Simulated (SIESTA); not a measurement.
# Convergence study of the cutoff of the real-space grid for Hf₂Ge (Fmm2, 6 atoms in the cell)

```
CELL_PARAMETERS angstrom
     -3.28040     3.28040     2.63854
      3.28040    -3.28040     2.63854
      3.28040     3.28040    -2.63854
ATOMIC_POSITIONS crystal
  Hf 0.34424 0.15576 0.50000
  Hf 0.65576 0.84424 0.50000
  Hf 0.16115 0.66115 0.82230
  Hf 0.84424 0.34424 0.18848
  Ge 0.25000 0.25000 0.00000
  Ge 0.75000 0.75000 0.00000
```

Method of the run: GGA PBEsol, numerical atomic orbitals DZP, PseudoDojo PBEsol standard norm-conserving potentials (rewritten from UPF to PSML) (SIESTA).

Base settings: XC.functional = GGA; XC.authors = PBEsol; potentials = PseudoDojo PBEsol standard; PAO.BasisSize = DZP; PAO.EnergyShift = 0.005 Ry; MeshCutoff = 350 Ry; kgrid.MonkhorstPack = 3 3 3; OccupationFunction = FD; ElectronicTemperature = 0.1 eV; MaxSCFIterations = 150.

The mesh stays at the base's, so the ladder's end is converged at best in this setting alone.

Only quantities that move along the ladder and can be compared are tabulated.

Core times come from one kind of shared machine, to one figure; runs under 30 s give none.

The starting cell comes from a database of computed structures (which also holds hypothetical and non-ambient phases and stackings), without a prior relaxation at this level. Its lattice was rescaled by up to half a per cent. One atom was moved a little off its site on purpose. Values carry the incompleteness of an atom-centred basis. Without a gap this mesh is coarse (it stands for a supercell whose shortest vector is 16 Å).

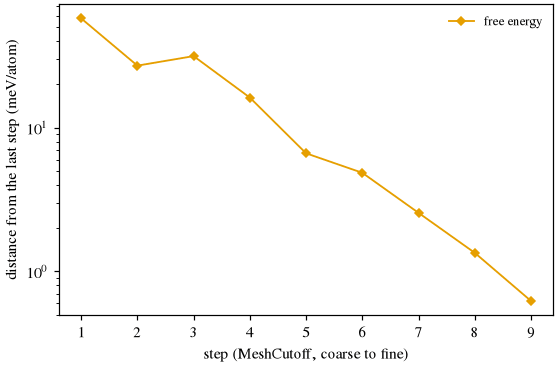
Fig. 1. Distance from the last step along the ladder; very small values are drawn at a floor.

```csv
MeshCutoff,free energy less the last step's (meV/atom),pressure (GPa),largest difference of a force vector from the last step's (eV/Å),core time / last (rough)
122 Ry (131 Ry used),-57.69,0.52,0.008,–
140 Ry (166 Ry used),-27.06,0.11,0.007,0.2
158 Ry (166 Ry used),-31.51,0.16,0.008,0.2
193 Ry (205 Ry used),-16.22,-0.08,0.005,0.2
245 Ry (296 Ry used),-6.64,-0.19,0.004,0.3
315 Ry (321 Ry used),-4.86,-0.21,0.003,0.4
350 Ry (374 Ry used),-2.56,-0.24,0.003,0.5
420 Ry (462 Ry used),-1.35,-0.25,0.003,0.6
525 Ry (526 Ry used),-0.62,-0.28,0.001,0.7
612 Ry (666 Ry used),0.00,-0.28,0.000,1
```

State of the free energy at the end of the ladder: still drifting one way, by 1.3 meV/atom over the last two steps, so the last step is no safe reference.

Coarsest MeshCutoff that holds the pressure within 0.5 GPa of the last step, with all finer ones: 140 Ry (166 Ry used), at about 0.2 of the last step's time; the step before is off by 0.80 GPa.

Two neighbours can agree and both be off: 140 Ry and 158 Ry differ by 0.05 GPa in the pressure, yet lie about 0.44 GPa from the last step.
